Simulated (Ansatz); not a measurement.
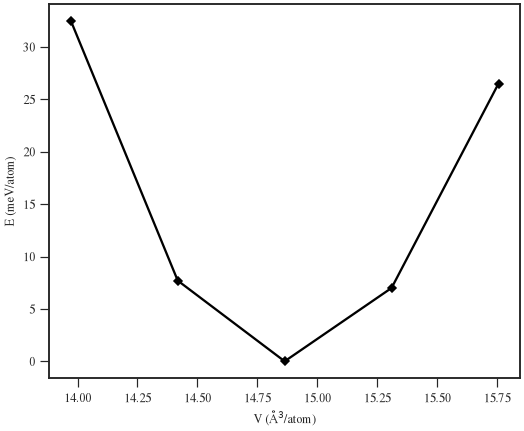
Figure: Hf2C in space group P4/nmm (No. 129; Hf on 2a, Hf on 2c, C on 2c) under volume change, r²SCAN (plane waves, PAW; program Ansatz), shape and atoms relaxed at each volume.

What does a third-order Birch–Murnaghan fit give for V₀, B₀ and B′?

V₀ = 14.86 Å³/atom, B₀ = 175 GPa, B′ = 4.0.

The cell is a constructed one: a structure type filled with these elements; neither database checked (COD, Materials Project) lists it. Whether it is the stable phase at ambient conditions was not checked. The cell was relaxed with r²SCAN under the symmetry of its start; its stability against distortions is not shown here. The run is not spin-polarised. Spin–orbit coupling is left out wherever it is not named.

Potentials: the earlier of the program's two PAW sets.
